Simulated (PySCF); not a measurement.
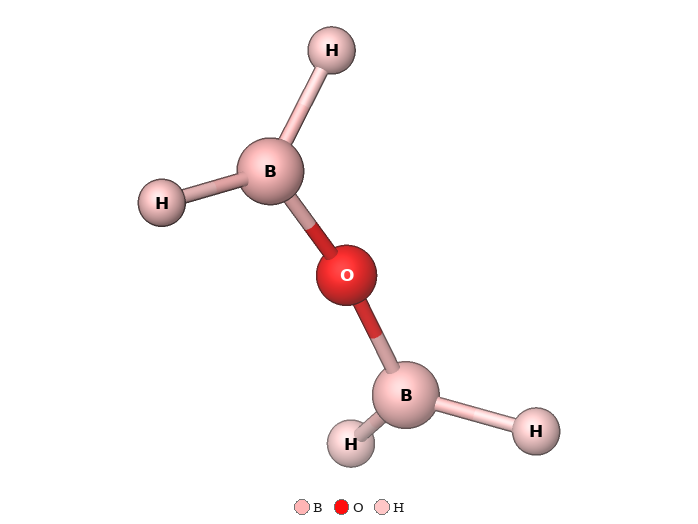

Orthographic view. Distant atoms are faded towards the background colour. Geometry: a frame of a GFN2-xTB molecular-dynamics simulation, not a minimum.

Question: Give the standard InChI.

Answer: InChI=1S/B2H4O/c1-3-2/h1-2H2
